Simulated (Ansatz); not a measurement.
# Ruthenium, dhcp under r²SCAN: ground state and equation of state, part 2 of 2

The plan for ruthenium in the dhcp structure: relax it, solve it on a dense k-mesh, then scale the cell to 7 volumes from 88 to 112 % of the relaxed one and try a fit of the equation of state. Spin polarisation is left out. The k-meshes are 13×13×4 for the relaxation; 18×18×5 for the dense run; 15×15×4 for the volumes.

Ansatz 0.2.0; DFT, r2SCAN, plane waves (500 eV) with PAW, scalar-relativistic. The steps go on from the part before.

## (5) At 92 % of the relaxed volume

input.yaml reads:

```yaml
crystal:
  lattice:
    - [2.6180540333, 0.0, 0.0]
    - [-1.3090270167, 2.2673013014, 0.0]
    - [0.0, 0.0, 8.4030751335]
  atoms:
    - { symbol: Ru, position: [0.0, 0.0, 0.0] }
    - { symbol: Ru, position: [0.0, 0.0, 0.5] }
    - { symbol: Ru, position: [0.3333333333, 0.6666666667, 0.25] }
    - { symbol: Ru, position: [0.6666666667, 0.3333333333, 0.75] }
hamiltonian:
  xc: r2scan
  pseudopotentials:
    kind: paw
    azcp:
      Ru: "pseudopotentials/Ru.paw.azcp"
basis:
  ecutwfc: 500
  fft_grid_basis: typed
kpoints:
  mp_grid: { grid: [15, 15, 4], shift: [0, 0, 0] }
magnetization:
  spin_polarized: false
scf:
  occupations: { method: fermi_dirac, width: 0.1 }
  lower_state_search: "off"
output:
  stress: true
```

Started as:

```
$ ansatz run input.yaml --threads 1 --pin off --max-ram 3584MiB --backend cpu --events-out ev --progress --plain --runs-dir out
```

What it wrote, shortened:

```text
[...]
Pseudopotentials: kind: paw
Pseudopotential: Ru, paw, valence charge 16, recommended cutoff 500 eV (meta_gga), <dir>
Functional definition: r2SCAN
[...]
Crystal: 4 atoms, lattice volume = 49.880 Å³
Basis set: ecut = 500 eV, 1255 PW (Γ), exchange–correlation on 80×80×256 points (64 copies of the dense FFT grid, shifted against one another)
Bands: 39, of which v1, the nominal top of the filled ones, is band 32 counted from 1 (31 counted from 0)
Symmetry: 24 space group operations
Space group: P63/mmc (ITA 194), of the structure as read, at distance tolerance 3.7e-5 Å
k-points: 81 of 900
[...]
SCF iter   1: F=-23562.106657 eV  HF=-23562.078242 eV  |F-HF|=2.84e-2  |Δ(HF+E_count)|=         —  Δρ=1.31e-2  dr2=3.64e-2  dr2_τ=3.50e-2  ethr=1.77e-3  ⟨swp⟩=5.9  Hψ=11864  notcnv=0
[...]
SCF iter   7: F=-23562.125306 eV  HF=-23562.125306 eV  |F-HF|=1.92e-8  |Δ(HF+E_count)|=   3.25e-7  Δρ=1.04e-5  dr2=4.14e-8  dr2_τ=6.26e-9  ethr=1.56e-10  ⟨swp⟩=4.3  Hψ=11470  notcnv=0
[...]
SCF converged after 7 iterations
Free energy (F): -23562.125306 eV
[...]
E sigma→0 (E₀):  -23562.067294 eV
Entropy (-TS):   -0.116024 eV (-29.006 meV/atom)
Fermi energy:    25.924069 eV
[...]
--- Stress (GPa, compression-positive) ---
       32.747666       0.000000       0.000000
        0.000000      32.747666      -0.000000
        0.000000      -0.000000      35.566781
  P = ⅓ Tr σ = 33.6874 GPa (336.874 kbar)
```

Wall time 24 s (1 thread of Intel Xeon Platinum 8259CL at 2.50GHz (Skylake/Cascade Lake), shared host); peak memory 0.69 GiB.

## (6) At 96 % of the relaxed volume

input.yaml, as its differences from that of step 5:

```diff
@@ -2,5 +2,5 @@
   lattice:
-    - [2.6180540333, 0.0, 0.0]
-    - [-1.3090270167, 2.2673013014, 0.0]
-    - [0.0, 0.0, 8.4030751335]
+    - [2.655459859, 0.0, 0.0]
+    - [-1.3277299295, 2.2996956966, 0.0]
+    - [0.0, 0.0, 8.5231352848]
   atoms:
```

Started as:

```
$ ansatz run input.yaml --threads 1 --pin off --max-ram 3584MiB --backend cpu --events-out ev --progress --plain --runs-dir out
```

What it wrote, shortened:

```text
[...]
[... 3 set-up lines as earlier in the session ...]
[...]
Crystal: 4 atoms, lattice volume = 52.049 Å³
Basis set: ecut = 500 eV, 1315 PW (Γ), exchange–correlation on 80×80×256 points (64 copies of the dense FFT grid, shifted against one another)
Bands: 39, of which v1, the nominal top of the filled ones, is band 32 counted from 1 (31 counted from 0)
[... 2 set-up lines as earlier in the session ...]
k-points: 81 of 900
[...]
SCF iter   1: F=-23562.433900 eV  HF=-23562.406009 eV  |F-HF|=2.79e-2  |Δ(HF+E_count)|=         —  Δρ=1.23e-2  dr2=3.03e-2  dr2_τ=2.94e-2  ethr=1.77e-3  ⟨swp⟩=5.7  Hψ=11473  notcnv=0
[...]
SCF iter   8: F=-23562.448815 eV  HF=-23562.448815 eV  |F-HF|=4.66e-10  |Δ(HF+E_count)|=   1.92e-8  Δρ=4.54e-6  dr2=1.17e-8  dr2_τ=8.66e-10  ethr=1.56e-10  ⟨swp⟩=4.0  Hψ=9931  notcnv=0
[...]
SCF converged after 8 iterations
Free energy (F): -23562.448815 eV
[...]
E sigma→0 (E₀):  -23562.386889 eV
Entropy (-TS):   -0.123852 eV (-30.963 meV/atom)
Fermi energy:    24.620627 eV
[...]
--- Stress (GPa, compression-positive) ---
       14.174886      -0.000000       0.000000
       -0.000000      14.174886       0.000000
        0.000000       0.000000      16.163992
  P = ⅓ Tr σ = 14.8379 GPa (148.379 kbar)
```

Wall time 20 s (1 thread of Intel Xeon Platinum 8259CL at 2.50GHz (Skylake/Cascade Lake), shared host); peak memory 0.7 GiB.

## (7) At 100 % of the relaxed volume

input.yaml, as its differences from that of step 6:

```diff
@@ -2,5 +2,5 @@
   lattice:
-    - [2.655459859, 0.0, 0.0]
-    - [-1.3277299295, 2.2996956966, 0.0]
-    - [0.0, 0.0, 8.5231352848]
+    - [2.6918405422, 0.0, 0.0]
+    - [-1.3459202711, 2.3312022925, 0.0]
+    - [0.0, 0.0, 8.639905073]
   atoms:
@@ -28 +28,5 @@
   stress: true
+  write_density: true
+  write_potential: true
+  elf: true
+  volumetric_format: npy
```

Started as:

```
$ ansatz run input.yaml --threads 1 --pin off --max-ram 3584MiB --backend cpu --events-out ev --progress --plain --runs-dir out
```

What it wrote, shortened:

```text
[...]
[... 3 set-up lines as earlier in the session ...]
[...]
Crystal: 4 atoms, lattice volume = 54.217 Å³
Basis set: ecut = 500 eV, 1375 PW (Γ), exchange–correlation on 80×80×256 points (64 copies of the dense FFT grid, shifted against one another)
Bands: 39, of which v1, the nominal top of the filled ones, is band 32 counted from 1 (31 counted from 0)
[... 2 set-up lines as earlier in the session ...]
k-points: 81 of 900
[...]
SCF iter   1: F=-23562.532757 eV  HF=-23562.502226 eV  |F-HF|=3.05e-2  |Δ(HF+E_count)|=         —  Δρ=1.16e-2  dr2=2.51e-2  dr2_τ=2.70e-2  ethr=1.77e-3  ⟨swp⟩=5.5  Hψ=11132  notcnv=0
[...]
SCF iter   8: F=-23562.544559 eV  HF=-23562.544559 eV  |F-HF|=8.32e-9  |Δ(HF+E_count)|=   1.87e-8  Δρ=5.78e-6  dr2=1.74e-8  dr2_τ=1.10e-9  ethr=1.56e-10  ⟨swp⟩=7.9  Hψ=19825  notcnv=0
[...]
SCF converged after 8 iterations
Free energy (F): -23562.544559 eV
[...]
E sigma→0 (E₀):  -23562.478576 eV
Entropy (-TS):   -0.131966 eV (-32.991 meV/atom)
Fermi energy:    23.418651 eV
[...]
--- Stress (GPa, compression-positive) ---
       -0.546943      -0.000000       0.000000
        0.000000      -0.546943       0.000000
        0.000000       0.000000       0.753378
  P = ⅓ Tr σ = -0.1135 GPa (-1.135 kbar)
--- Band table (eV; the first three rows and the last of 81) ---
[...]
```

It took 32 s on 1 thread of Intel Xeon Platinum 8259CL at 2.50GHz (Skylake/Cascade Lake), shared host; peak memory 0.71 GiB.

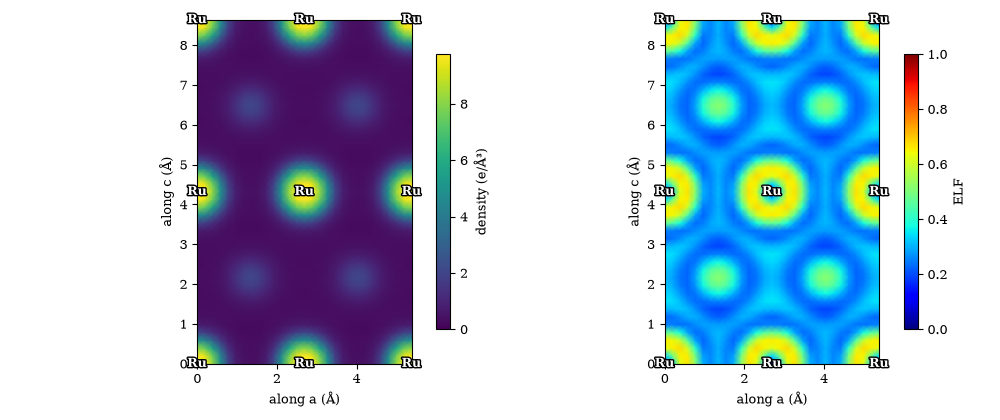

Density (left) and ELF (right) in a lattice plane of the grid's cell (edges 2.69 and 8.64 Å, at 0.000 of the third edge), which holds Ru. Only atoms in the plane are labelled. Both are smooth fields of the valence electrons: close to the nuclei they are not physical.

## (8) At 104 % of the relaxed volume

input.yaml, as its differences from that of step 7:

```diff
@@ -2,5 +2,5 @@
   lattice:
-    - [2.6918405422, 0.0, 0.0]
-    - [-1.3459202711, 2.3312022925, 0.0]
-    - [0.0, 0.0, 8.639905073]
+    - [2.7272635589, 0.0, 0.0]
+    - [-1.3636317795, 2.3618795249, 0.0]
+    - [0.0, 0.0, 8.7536010728]
   atoms:
@@ -28,5 +28 @@
   stress: true
-  write_density: true
-  write_potential: true
-  elf: true
-  volumetric_format: npy
```

Started as:

```
$ ansatz run input.yaml --threads 1 --pin off --max-ram 3584MiB --backend cpu --events-out ev --progress --plain --runs-dir out
```

What it wrote, shortened:

```text
[...]
[... 3 set-up lines as earlier in the session ...]
[...]
Crystal: 4 atoms, lattice volume = 56.386 Å³
Basis set: ecut = 500 eV, 1387 PW (Γ), exchange–correlation on 80×80×256 points (64 copies of the dense FFT grid, shifted against one another)
Bands: 39, of which v1, the nominal top of the filled ones, is band 32 counted from 1 (31 counted from 0)
[... 2 set-up lines as earlier in the session ...]
k-points: 81 of 900
[...]
SCF iter   1: F=-23562.449867 eV  HF=-23562.415542 eV  |F-HF|=3.43e-2  |Δ(HF+E_count)|=         —  Δρ=1.10e-2  dr2=2.14e-2  dr2_τ=2.69e-2  ethr=1.77e-3  ⟨swp⟩=5.3  Hψ=10823  notcnv=0
[...]
SCF iter   8: F=-23562.459776 eV  HF=-23562.459776 eV  |F-HF|=9.70e-9  |Δ(HF+E_count)|=   4.44e-8  Δρ=5.89e-6  dr2=2.03e-8  dr2_τ=1.15e-9  ethr=1.56e-10  ⟨swp⟩=4.0  Hψ=10266  notcnv=0
[...]
SCF converged after 8 iterations
Free energy (F): -23562.459776 eV
[...]
E sigma→0 (E₀):  -23562.389628 eV
Entropy (-TS):   -0.140298 eV (-35.074 meV/atom)
Fermi energy:    22.307073 eV
[...]
--- Stress (GPa, compression-positive) ---
      -12.195468       0.000000       0.000000
        0.000000     -12.195468       0.000000
        0.000000       0.000000     -11.463739
  P = ⅓ Tr σ = -11.9516 GPa (-119.516 kbar)
```

Run time: 21 s. Hardware: 1 thread of Intel Xeon Platinum 8259CL at 2.50GHz (Skylake/Cascade Lake), shared host; peak memory 0.71 GiB.

## (9) At 108 % of the relaxed volume

input.yaml, as its differences from that of step 8:

```diff
@@ -2,5 +2,5 @@
   lattice:
-    - [2.7272635589, 0.0, 0.0]
-    - [-1.3636317795, 2.3618795249, 0.0]
-    - [0.0, 0.0, 8.7536010728]
+    - [2.7617895477, 0.0, 0.0]
+    - [-1.3808947739, 2.3917799082, 0.0]
+    - [0.0, 0.0, 8.8644179138]
   atoms:
```

Started as:

```
$ ansatz run input.yaml --threads 1 --pin off --max-ram 3584MiB --backend cpu --events-out ev --progress --plain --runs-dir out
```

What it wrote, shortened:

```text
[...]
[... 3 set-up lines as earlier in the session ...]
[...]
Crystal: 4 atoms, lattice volume = 58.555 Å³
Basis set: ecut = 500 eV, 1437 PW (Γ), exchange–correlation on 96×96×288 points (64 copies of the dense FFT grid, shifted against one another)
Bands: 39, of which v1, the nominal top of the filled ones, is band 32 counted from 1 (31 counted from 0)
[... 1 set-up line as earlier in the session ...]
Space group: P63/mmc (ITA 194), of the structure as read, at distance tolerance 3.9e-5 Å
k-points: 81 of 900
[...]
SCF iter   1: F=-23562.222686 eV  HF=-23562.184735 eV  |F-HF|=3.80e-2  |Δ(HF+E_count)|=         —  Δρ=1.05e-2  dr2=1.93e-2  dr2_τ=2.82e-2  ethr=1.77e-3  ⟨swp⟩=5.0  Hψ=10504  notcnv=0
[...]
SCF iter   8: F=-23562.232261 eV  HF=-23562.232261 eV  |F-HF|=3.51e-9  |Δ(HF+E_count)|=   2.21e-7  Δρ=7.34e-6  dr2=3.83e-8  dr2_τ=2.12e-9  ethr=1.56e-10  ⟨swp⟩=4.2  Hψ=11235  notcnv=0
[...]
SCF converged after 8 iterations
Free energy (F): -23562.232261 eV
[...]
E sigma→0 (E₀):  -23562.157851 eV
Entropy (-TS):   -0.148820 eV (-37.205 meV/atom)
Fermi energy:    21.276356 eV
[...]
--- Stress (GPa, compression-positive) ---
      -21.381069       0.000000       0.000000
        0.000000     -21.381069       0.000000
        0.000000       0.000000     -21.117020
  P = ⅓ Tr σ = -21.2931 GPa (-212.931 kbar)
```

Wall time 25 s (1 thread of Intel Xeon Platinum 8259CL at 2.50GHz (Skylake/Cascade Lake), shared host); peak memory 0.79 GiB.

## (10) At 112 % of the relaxed volume

input.yaml, as its differences from that of step 9:

```diff
@@ -2,5 +2,5 @@
   lattice:
-    - [2.7617895477, 0.0, 0.0]
-    - [-1.3808947739, 2.3917799082, 0.0]
-    - [0.0, 0.0, 8.8644179138]
+    - [2.7954732277, 0.0, 0.0]
+    - [-1.3977366139, 2.4209508308, 0.0]
+    - [0.0, 0.0, 8.9725312264]
   atoms:
```

Started as:

```
$ ansatz run input.yaml --threads 1 --pin off --max-ram 3584MiB --backend cpu --events-out ev --progress --plain --runs-dir out
```

What it wrote, shortened:

```text
[...]
[... 3 set-up lines as earlier in the session ...]
[...]
Crystal: 4 atoms, lattice volume = 60.723 Å³
Basis set: ecut = 500 eV, 1533 PW (Γ), exchange–correlation on 96×96×288 points (64 copies of the dense FFT grid, shifted against one another)
Bands: 39, of which v1, the nominal top of the filled ones, is band 32 counted from 1 (31 counted from 0)
[... 2 set-up lines as earlier in the session ...]
k-points: 81 of 900
[...]
SCF iter   1: F=-23561.882719 eV  HF=-23561.841438 eV  |F-HF|=4.13e-2  |Δ(HF+E_count)|=         —  Δρ=1.00e-2  dr2=1.85e-2  dr2_τ=3.04e-2  ethr=1.77e-3  ⟨swp⟩=4.8  Hψ=10339  notcnv=0
[...]
SCF iter   8: F=-23561.892400 eV  HF=-23561.892400 eV  |F-HF|=2.22e-8  |Δ(HF+E_count)|=   5.72e-7  Δρ=1.01e-5  dr2=9.02e-8  dr2_τ=4.38e-9  ethr=1.56e-10  ⟨swp⟩=4.8  Hψ=11802  notcnv=0
[...]
SCF converged after 8 iterations
Free energy (F): -23561.892400 eV
[...]
E sigma→0 (E₀):  -23561.813634 eV
Entropy (-TS):   -0.157531 eV (-39.383 meV/atom)
Fermi energy:    20.318232 eV
[...]
--- Stress (GPa, compression-positive) ---
      -28.585141       0.000000       0.000000
        0.000000     -28.585141      -0.000000
        0.000000      -0.000000     -28.704867
  P = ⅓ Tr σ = -28.6250 GPa (-286.250 kbar)
```

It took 27 s on 1 thread of Intel Xeon Platinum 8259CL at 2.50GHz (Skylake/Cascade Lake), shared host; peak memory 0.81 GiB.

## (11) Energy and pressure against volume

The cell was scaled evenly, with its shape and the fractional positions fixed.

```tsv
V (Å³/atom)	E − E₀ (meV/atom)	P from the stress (GPa)	P from the fit (GPa)
11.928	254.5	57.44	57.29
12.470	102.8	33.69	33.38
13.012	22.9	14.84	14.52
13.554	0.0	-0.11	-0.41
14.097	22.2	-11.95	-12.24
14.639	80.1	-21.29	-21.61
15.181	166.2	-28.63	-29.02
```

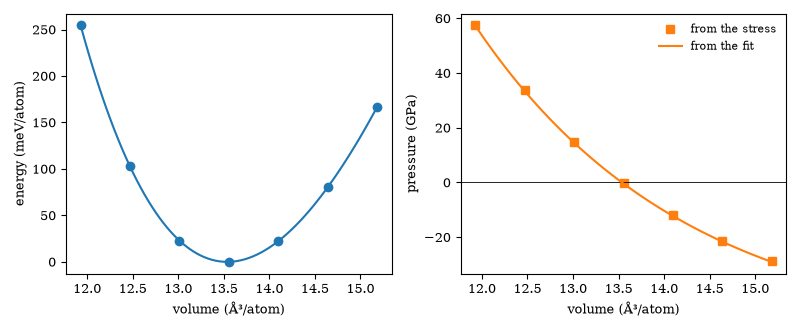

Energy and pressure against volume; the lines are the Birch-Murnaghan fit.

Fit (Birch-Murnaghan, third order): V₀ = 13.538 Å³/atom, B₀ = 333 GPa, B₀′ = 4.8, largest residual 0.07 meV/atom.

Fit and stress differ a little: one follows E(σ → 0), the other the smeared free energy.

## (12) Outcome

What follows sums up all 2 parts.

| quantity | value |
| --- | --- |
| space group (spins left aside) | P6_3/mmc (No. 194) |
| conventional cell | a = 2.692 Å, c = 8.640 Å (c/a = 3.210) |
| volume | 13.554 Å³/atom |
| shortest distance | 2.661 Å |
| gap on the mesh | none (levels filled in part) |
| relative to hcp | +89 meV/atom |
| V₀, B₀, B₀′ | 13.538 Å³/atom, 333 GPa, 4.8 |

What this shows: From the guessed start the volume shrank by 0.0 % in 5 steps. It lies 89 meV/atom above the element's reference form at the same level (hcp, from a run of its own). Levels at the Fermi energy are filled in part, as in a metal. The fitted modulus is 333 GPa, among the stiffest elements; letting shape and positions relax at each volume could only lower it. Relaxation kept the symmetry; phonons were not checked.
